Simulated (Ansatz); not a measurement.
**C₂H₉ClInN (SMILES [CH3][In-]([CH3])([NH3+])[Cl]): density, localisation and related maps**

Input

```
crystal:
  periodic: [false, false, false]
  atoms:
    - {symbol: C, position_ang: [-1.863762, 1.216563, 0.138983]}
    - {symbol: In, position_ang: [0.167642, 0.538952, -0.017675]}
    - {symbol: C, position_ang: [1.754755, 0.134904, 1.370871]}
    - {symbol: N, position_ang: [-0.142307, -1.612473, -0.997405]}
    - {symbol: Cl, position_ang: [1.086660, 1.158288, -2.172740]}
    - {symbol: H, position_ang: [-1.889840, 2.260094, 0.456278]}
    - {symbol: H, position_ang: [-2.345341, 1.144654, -0.837209]}
    - {symbol: H, position_ang: [-2.426263, 0.624437, 0.863433]}
    - {symbol: H, position_ang: [1.421689, -0.522524, 2.176306]}
    - {symbol: H, position_ang: [2.113165, 1.064940, 1.814627]}
    - {symbol: H, position_ang: [2.586467, -0.334033, 0.843195]}
    - {symbol: H, position_ang: [-1.102437, -1.919314, -1.099254]}
    - {symbol: H, position_ang: [0.394320, -2.368170, -0.588354]}
    - {symbol: H, position_ang: [0.232353, -1.415420, -1.922155]}
basis:
  gaussian: {orbitals: def2-TZVPP}
hamiltonian: {xc: pbe0, dispersion: d4}
output: {orbitals: {seedname: orbitals}}
```

Run with:

```sh
ansatz run in.yaml --threads 4 --pin off --events-out ev --progress --plain --max-ram 11315MiB
```

Geometry: PBE0-D4/def2-TZVP; core potentials replace the inner electrons of In.

All numbers below come from Ansatz, RKS PBE0-D4/def2-TZVPP.

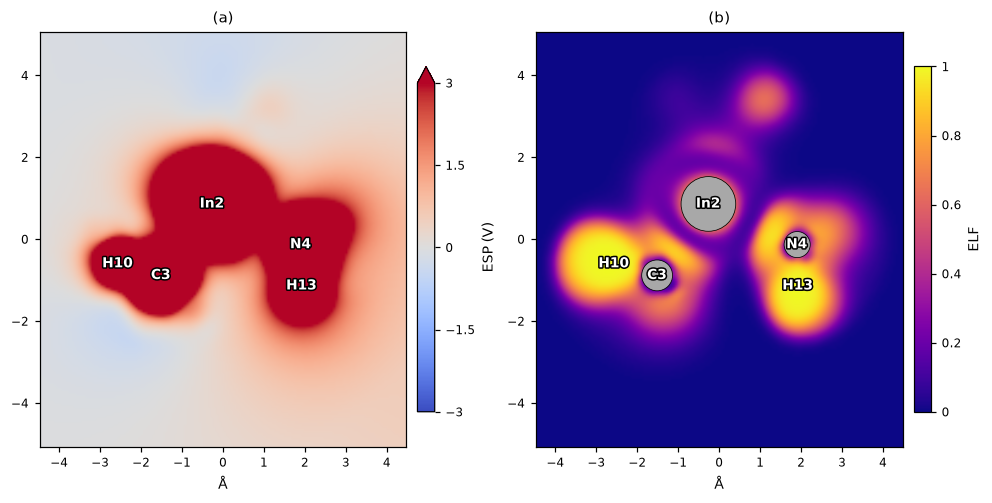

Figure 1. (a) molecular electrostatic potential; (b) ELF on the plane of atoms C3, In2 and N4. Grey discs cover the atomic cores in the ELF map.

Q: Describe what can be read from this map.

A:
- The section cuts through In, C, N and H sites.
- C–In (2.15 Å): the ELF peaks at about 0.90 in the valence shell of C, 0.7 Å from its nucleus, and drops to about 0.20 between the two atoms.
- In–N (2.38 Å): the ELF peaks at about 0.95 in the valence shell of N, 0.6 Å from its nucleus, and drops to about 0.10 between the two atoms.
- N–H (1.01 Å): the ELF climbs to about 1 towards the hydrogen, as it does in any bond to H; an ordinary covalent bond to hydrogen.
- C–H (1.09 Å): the ELF climbs to about 1 towards the hydrogen; a covalent bond by its length.
- Outside the dense part of the molecule the potential is most negative (−0.5 V) near C3.

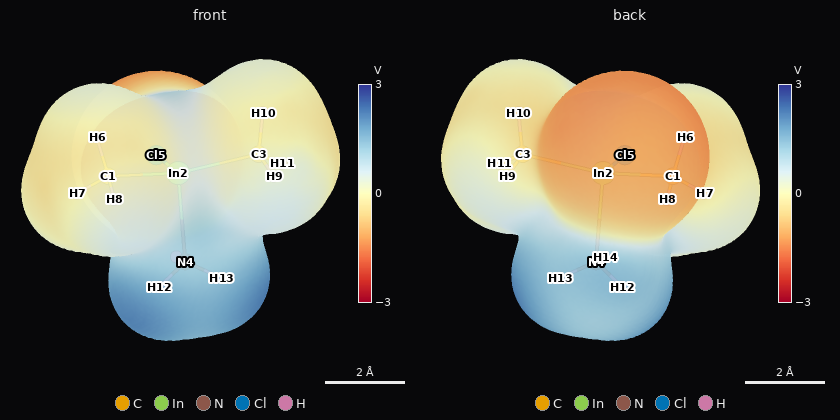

Figure 2. The molecular electrostatic potential painted on the density surface at 0.001 e/bohr³, seen from the front and from behind; red is negative and blue positive.

Q: Which sites attract a positive test charge, and which a negative one?

A: A positive charge is drawn to the negative regions and a negative charge to the positive ones. The most negative region (about −1.4 V, or −32 kcal/mol for a unit charge) lies over Cl5, the most positive (about +2.2 V, or +51 kcal/mol for a unit charge) over H12 and H13.

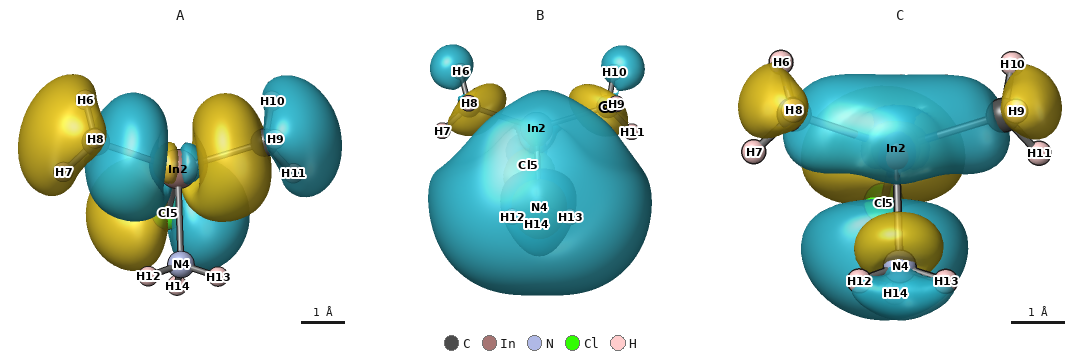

Figure 3. Three frontier orbitals at ±0.05 Å⁻³ᐟ² (yellow and cyan are the two phases), in no order.

Q: Order the three orbitals by energy and name them.

A: C is the HOMO−1 (−7.69 eV). Its weight (Hirshfeld) is mainly on Cl5 (about 80 %) and In2 (about 10 %); largely a lone pair of Cl5. A is the HOMO (−7.03 eV). By Hirshfeld shares it lies mainly on Cl5 (about 30 %), C1 (about 20 %), C3 (about 20 %) and In2 (about 15 %). B is the LUMO (−0.23 eV). Its weight (Hirshfeld) is mainly on In2 (about 20 %), H12 (about 20 %), H13 (about 20 %), N4 (about 15 %) and H14 (about 10 %).

Q: What is the HOMO–LUMO gap?

A: 6.80 eV between the orbital energies.
